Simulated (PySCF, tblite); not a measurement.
# C₃H₅F₃OS: dynamics, then NMR shifts on frames, part 2 of 2

tblite 0.8.0 and PySCF 2.14.0. Atoms count from 0. The steps go on from the part before.

## 5. NMR shieldings: 625 fs, PBE0/pcSseg-1

Job settings and geometry (Å):

```
{"job": {"kind": "nmr", "xc": "PBE0", "basis": "pcSseg-1", "pop": false}, "charge": 0, "multiplicity": 1}
C      0.540900     0.697500     0.910000
S      0.589600    -0.908800    -0.007700
O      0.587300    -2.024200     0.942900
C     -1.231900    -0.846100    -0.715100
F     -1.130800     0.295500    -1.536700
C     -2.172000    -0.686400     0.506700
F     -2.760200     0.519500     0.473500
F     -3.096000    -1.687300     0.513400
H      0.375700     0.527600     1.973300
H      1.575600     1.032800     0.917200
H     -0.167200     1.399900     0.389400
H     -1.545600    -1.792700    -1.241000
H     -1.491400    -0.797800     1.426200
```

With the program's defaults for keys left out, this is: GIAO PBE0/pcSseg-1 NMR shielding, non-relativistic, gas phase.

What it wrote:

```text
coarse grid: 12328 points
cycle   1  E = -889.1492968302  dE =  1.186e+00  |g| = 1.178e+00  |ddm| = 3.274e+00
cycle   2  E = -887.8165975151  dE =  1.333e+00  |g| = 2.779e+00  |ddm| = 3.929e+00
cycle   3  E = -889.3638303374  dE = -1.547e+00  |g| = 4.399e-01  |ddm| = 3.493e+00
cycle   4  E = -889.3976973012  dE = -3.387e-02  |g| = 1.748e-01  |ddm| = 5.308e-01
cycle   5  E = -889.4024987314  dE = -4.801e-03  |g| = 3.583e-02  |ddm| = 1.255e-01
cycle   6  E = -889.4027432082  dE = -2.445e-04  |g| = 1.404e-02  |ddm| = 3.545e-02
cycle   7  E = -889.4027806709  dE = -3.746e-05  |g| = 2.456e-03  |ddm| = 1.079e-02
cycle   8  E = -889.4027818114  dE = -1.140e-06  |g| = 7.962e-04  |ddm| = 3.236e-03
final grid: 118256 points
cycle   9  E = -889.4826797284  dE = -3.555e-05  |g| = 1.161e-02  |ddm| = 2.946e-02
cycle  10  E = -889.4826163361  dE =  6.339e-05  |g| = 2.112e-02  |ddm| = 2.924e-02
cycle  11  E = -889.4827070045  dE = -9.067e-05  |g| = 2.699e-03  |ddm| = 2.085e-02
cycle  12  E = -889.4827083830  dE = -1.379e-06  |g| = 3.472e-04  |ddm| = 2.290e-03
cycle  13  E = -889.4827083977  dE = -1.468e-08  |g| = 1.739e-04  |ddm| = 3.236e-04
cycle  14  E = -889.4827084023  dE = -4.677e-09  |g| = 4.907e-05  |ddm| = 1.489e-04
cycle  15  E = -889.4827084029  dE = -5.357e-10  |g| = 8.456e-06  |ddm| = 5.458e-05
converged SCF energy = -889.4827084029

GIAO shielding tensors (ppm)
atom      isotropic    diamagn.    paramagn.     s11        s22        s33       span
  0 C      144.330     255.418    -111.088    101.860    138.965    192.165     90.305
  1 S      116.194    1051.759    -935.565    -74.593     77.020    346.155    420.748
  2 O      240.132     395.840    -155.707     29.074    248.679    442.643    413.569
  3 C       70.061     252.508    -182.447     52.236     55.863    102.084     49.848
  4 F      368.061     475.085    -107.023    349.910    365.799    388.474     38.564
  5 C       67.258     250.279    -183.022     47.677     68.409     85.687     38.010
  6 F      322.870     470.719    -147.848    219.369    321.258    427.984    208.615
  7 F      288.273     468.528    -180.254    184.348    333.882    346.591    162.243
  8 H       29.485      30.189      -0.704     25.977     28.593     33.885      7.908
  9 H       28.552      30.008      -1.457     25.056     27.078     33.520      8.464
 10 H       27.820      29.711      -1.892     23.641     27.922     31.896      8.256
 11 H       25.640      29.028      -3.389     23.135     26.354     27.430      4.295
 12 H       24.451      27.885      -3.434     21.744     23.749     27.861      6.118
```

Run time: 18 s. Hardware: 1 thread of Arm Neoverse V1, shared host; peak memory 0.79 GiB.

This run: δ C5 119.7, C3 116.9, C0 42.6, S1 388, H12 7.27, H11 6.08 ppm.

## 6. NMR shieldings: 800 fs, PBE0/pcSseg-1

Job settings and geometry (Å):

```
{"job": {"kind": "nmr", "xc": "PBE0", "basis": "pcSseg-1", "pop": false}, "charge": 0, "multiplicity": 1}
C      0.616200     0.884000     0.391700
S      0.448300    -0.907300    -0.263400
O      0.775200    -1.833400     0.828500
C     -1.385800    -0.872800    -0.724100
F     -1.460600    -0.033200    -1.711000
C     -2.313800    -0.567600     0.447300
F     -2.818900     0.718100     0.382300
F     -3.406800    -1.360300     0.487000
H     -0.017000     0.974100     1.232100
H      1.696900     0.884200     0.587300
H      0.353200     1.538000    -0.435400
H     -1.565400    -1.893000    -1.076500
H     -1.822800    -0.497400     1.404200
```

With the program's defaults for keys left out, this is: GIAO PBE0/pcSseg-1 NMR shielding, non-relativistic, gas phase.

What it wrote:

```text
coarse grid: 12328 points
cycle   1  E = -889.1597857807  dE =  1.365e+00  |g| = 1.163e+00  |ddm| = 3.296e+00
cycle   2  E = -887.9638862814  dE =  1.196e+00  |g| = 2.677e+00  |ddm| = 4.018e+00
cycle   3  E = -889.3693656936  dE = -1.405e+00  |g| = 4.239e-01  |ddm| = 3.525e+00
cycle   4  E = -889.4008311519  dE = -3.147e-02  |g| = 1.651e-01  |ddm| = 5.288e-01
cycle   5  E = -889.4053195009  dE = -4.488e-03  |g| = 2.756e-02  |ddm| = 1.256e-01
cycle   6  E = -889.4054740152  dE = -1.545e-04  |g| = 1.096e-02  |ddm| = 3.211e-02
cycle   7  E = -889.4054971322  dE = -2.312e-05  |g| = 2.099e-03  |ddm| = 9.000e-03
cycle   8  E = -889.4054980117  dE = -8.795e-07  |g| = 6.676e-04  |ddm| = 3.143e-03
final grid: 118256 points
cycle   9  E = -889.4846044582  dE = -3.561e-05  |g| = 1.128e-02  |ddm| = 2.816e-02
cycle  10  E = -889.4845460991  dE =  5.836e-05  |g| = 2.023e-02  |ddm| = 2.921e-02
cycle  11  E = -889.4846302318  dE = -8.413e-05  |g| = 2.779e-03  |ddm| = 2.129e-02
cycle  12  E = -889.4846316734  dE = -1.442e-06  |g| = 3.273e-04  |ddm| = 2.393e-03
cycle  13  E = -889.4846316900  dE = -1.659e-08  |g| = 1.291e-04  |ddm| = 3.298e-04
cycle  14  E = -889.4846316922  dE = -2.211e-09  |g| = 3.964e-05  |ddm| = 1.050e-04
cycle  15  E = -889.4846316925  dE = -3.497e-10  |g| = 9.438e-06  |ddm| = 5.056e-05
converged SCF energy = -889.4846316925

GIAO shielding tensors (ppm)
atom      isotropic    diamagn.    paramagn.     s11        s22        s33       span
  0 C      142.798     255.527    -112.729    107.590    136.844    183.960     76.369
  1 S      139.632    1052.690    -913.058    -57.354     64.203    412.047    469.402
  2 O      253.527     396.526    -142.999     41.174    248.069    471.336    430.162
  3 C       87.986     250.687    -162.701     68.699     83.994    111.266     42.567
  4 F      413.642     473.106     -59.464    350.532    415.180    475.214    124.682
  5 C       68.386     245.211    -176.825     46.607     66.805     91.745     45.137
  6 F      314.617     470.782    -156.165    182.219    337.664    423.967    241.749
  7 F      295.780     466.820    -171.040    177.133    329.922    380.284    203.151
  8 H       29.506      31.937      -2.431     25.942     29.611     32.965      7.023
  9 H       28.620      29.708      -1.088     25.570     26.891     33.398      7.827
 10 H       29.410      30.914      -1.504     25.349     28.480     34.402      9.053
 11 H       26.394      29.616      -3.222     24.412     26.110     28.661      4.249
 12 H       25.374      29.155      -3.781     23.349     24.750     28.023      4.674
```

It took 18 s on 1 thread of Arm Neoverse V1, shared host; peak memory 0.79 GiB.

In short: δ C5 118.5, C3 98.9, C0 44.1, S1 364, H12 6.34, H11 5.32 ppm.

## 7. Nuclear shieldings: 1000 fs, PBE0/pcSseg-1

Job settings and geometry (Å):

```
{"job": {"kind": "nmr", "xc": "PBE0", "basis": "pcSseg-1", "pop": false}, "charge": 0, "multiplicity": 1}
C      0.481500     0.583000    -0.495300
S      0.295100    -1.188200    -0.162600
O      0.566200    -1.296800     1.257500
C     -1.541600    -1.321600    -0.365600
F     -2.076200    -0.745000    -1.497700
C     -2.353900    -0.858700     0.878100
F     -2.597300     0.513600     0.754900
F     -3.557800    -1.377600     0.783300
H      1.207800     0.953600     0.219500
H      0.810300     0.820500    -1.523200
H     -0.487400     1.073800    -0.433500
H     -1.830200    -2.377600    -0.521500
H     -1.969600    -1.023800     1.857100
```

Method: GIAO PBE0/pcSseg-1 NMR shielding, non-relativistic, gas phase.

What it wrote:

```text
coarse grid: 12328 points
cycle   1  E = -889.1586296881  dE =  1.396e+00  |g| = 1.182e+00  |ddm| = 3.315e+00
cycle   2  E = -888.1786308446  dE =  9.800e-01  |g| = 2.520e+00  |ddm| = 3.833e+00
cycle   3  E = -889.3829436009  dE = -1.204e+00  |g| = 3.629e-01  |ddm| = 3.300e+00
cycle   4  E = -889.4051907421  dE = -2.225e-02  |g| = 1.545e-01  |ddm| = 4.567e-01
cycle   5  E = -889.4090064766  dE = -3.816e-03  |g| = 2.877e-02  |ddm| = 1.193e-01
cycle   6  E = -889.4091641905  dE = -1.577e-04  |g| = 1.020e-02  |ddm| = 2.781e-02
cycle   7  E = -889.4091834069  dE = -1.922e-05  |g| = 1.774e-03  |ddm| = 7.878e-03
cycle   8  E = -889.4091839170  dE = -5.101e-07  |g| = 6.344e-04  |ddm| = 2.143e-03
final grid: 118256 points
cycle   9  E = -889.4881667925  dE = -3.549e-05  |g| = 1.094e-02  |ddm| = 2.660e-02
cycle  10  E = -889.4881244145  dE =  4.238e-05  |g| = 1.831e-02  |ddm| = 2.693e-02
cycle  11  E = -889.4881907658  dE = -6.635e-05  |g| = 2.460e-03  |ddm| = 1.844e-02
cycle  12  E = -889.4881919001  dE = -1.134e-06  |g| = 3.756e-04  |ddm| = 2.247e-03
cycle  13  E = -889.4881919185  dE = -1.846e-08  |g| = 1.676e-04  |ddm| = 3.552e-04
cycle  14  E = -889.4881919226  dE = -4.074e-09  |g| = 3.959e-05  |ddm| = 1.477e-04
cycle  15  E = -889.4881919230  dE = -3.386e-10  |g| = 9.591e-06  |ddm| = 4.877e-05
converged SCF energy = -889.4881919230

GIAO shielding tensors (ppm)
atom      isotropic    diamagn.    paramagn.     s11        s22        s33       span
  0 C      150.337     254.866    -104.530     99.497    161.349    190.164     90.667
  1 S      194.055    1051.622    -857.568     43.473    106.704    431.987    388.514
  2 O      296.495     397.346    -100.850     69.171    291.529    528.785    459.614
  3 C       81.411     246.498    -165.087     59.904     80.411    103.918     44.014
  4 F      397.064     473.398     -76.334    360.358    386.068    444.767     84.409
  5 C       69.300     239.325    -170.026     46.721     63.127     98.052     51.331
  6 F      308.602     473.605    -165.003    168.871    351.635    405.299    236.428
  7 F      317.832     464.694    -146.862    187.653    312.027    453.817    266.164
  8 H       29.671      30.605      -0.933     26.160     27.814     35.039      8.879
  9 H       29.032      29.516      -0.484     25.457     26.469     35.170      9.713
 10 H       27.629      31.320      -3.691     22.967     29.205     30.714      7.747
 11 H       25.716      28.443      -2.728     23.827     24.502     28.818      4.991
 12 H       25.203      28.248      -3.045     22.164     25.547     27.897      5.732
```

It took 18 s on 1 thread of Arm Neoverse V1, shared host; peak memory 0.79 GiB.

In short: δ C5 117.6, C3 105.5, C0 36.6, S1 310, H12 6.51, H11 6.00 ppm.

## 8. Comparing the runs: NMR shifts

Shifts (ppm) of some atoms, chosen among heavy atoms and hydrogens apart, with basis size and wall time:

```
  frame   H12   H10   S1    O2      F7      F6      F4  functions  time
 250 fs  5.92  1.79  344  57.1  -150.8  -163.1  -232.9        168  24 s
 425 fs  8.18  0.16  346  55.4  -143.2  -137.5  -242.2        168  18 s
 625 fs  7.27  3.90  388  95.9  -117.3  -151.9  -197.1        168  18 s
 800 fs  6.34  2.31  364  82.6  -124.8  -143.7  -242.7        168  18 s
1000 fs  6.51  4.09  310  39.6  -146.9  -137.7  -226.1        168  18 s
```

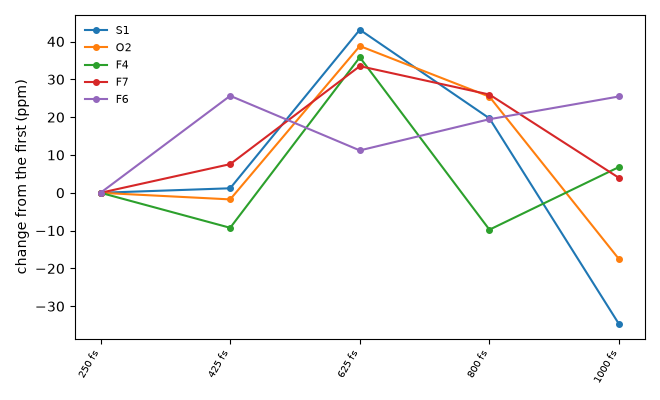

How five of the tabulated atoms move from run to run.

## 9. Outcome

What follows sums up all 2 parts.

```
                                        quantity                             value
                                      thermostat                             300 K
                   mean temperature, second half                             283 K
         mean potential energy above the minimum                           0.48 eV
  13C shifts against TMS (PBE0/pcSseg-1, 250 fs)            113.4, 108.0, 33.8 ppm
   1H shifts against TMS (PBE0/pcSseg-1, 250 fs)  5.92, 5.76, 3.54, 2.37, 1.79 ppm
  33S shifts against CS2 (PBE0/pcSseg-1, 250 fs)                           344 ppm
  17O shifts against H2O (PBE0/pcSseg-1, 250 fs)                          57.1 ppm
19F shifts against CFCl3 (PBE0/pcSseg-1, 250 fs)        -150.8, -163.1, -232.9 ppm
           surface potential, 1st and 99th percentile                -1.60 V and 1.37 V
                        range of the shift of S1                    310 to 388 ppm
```

In the second half the potential energy averages 0.48 eV above the minimum; equipartition over 33 harmonic modes at 300 K would give 0.43 eV. With 13 atoms the temperature swings widely (157 to 477 K). Shifts at one fixed geometry are not the observed spectrum, which averages over the motion. In the first frame run (250 fs): Shielding is most anisotropic at O2 (span 466 ppm, paramagnetic term -118 ppm). At PBE0/pcSseg-1, counted by nearest atom on the grid, the HOMO lies on O2 47 %; S1 29 %, the LUMO on S1 43 %; C3 19 %. In ppm, S1 moves most: its shift spreads over 78 ppm, from 310 (1000 fs) to 388 (625 fs).
